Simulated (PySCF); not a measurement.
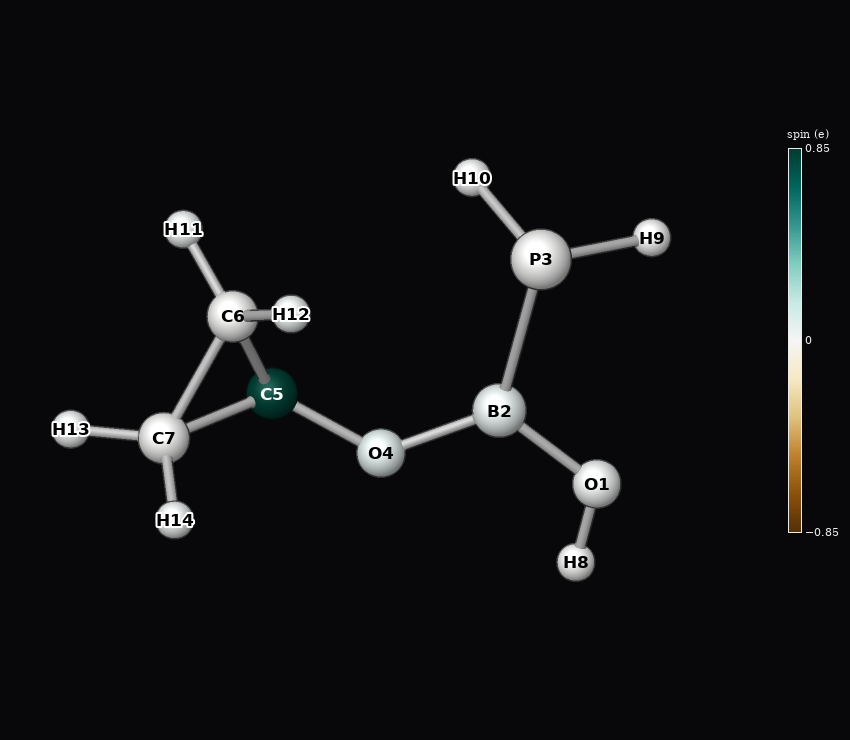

Atoms are coloured by their Mulliken spin populations. State: neutral, doublet. The geometry was computed by an optimisation with GFN2-xTB. No frequency run is at hand to confirm it as a minimum. Properties computed with UKS B3LYP, pcH-1 on B C H O P, non-relativistic (PySCF 2.14.0).

Question: Which atom carries the largest spin population?

Answer: C5 (0.83 e).

Question: Which atom has the lowest spin population?

Answer: C7 (−0.01 e).

Give the Mulliken spin populations atom by atom.

```json
{"atom": "O1", "value (e)": "0.01"}
{"atom": "B2", "value (e)": "0.04"}
{"atom": "P3", "value (e)": "0.00"}
{"atom": "O4", "value (e)": "0.05"}
{"atom": "C5", "value (e)": "0.83"}
{"atom": "C6", "value (e)": "0.00"}
{"atom": "C7", "value (e)": "−0.01"}
{"atom": "H8", "value (e)": "0.00"}
{"atom": "H9", "value (e)": "0.00"}
{"atom": "H10", "value (e)": "0.00"}
{"atom": "H11", "value (e)": "0.02"}
{"atom": "H12", "value (e)": "0.02"}
{"atom": "H13", "value (e)": "0.02"}
{"atom": "H14", "value (e)": "0.02"}
```

Mulliken values depend strongly on the basis set. The geometry is semi-empirical. Around B, P such bond lengths and angles can be off by a tenth of an ångström or more and by several degrees, and values that hang on the shape move with them.
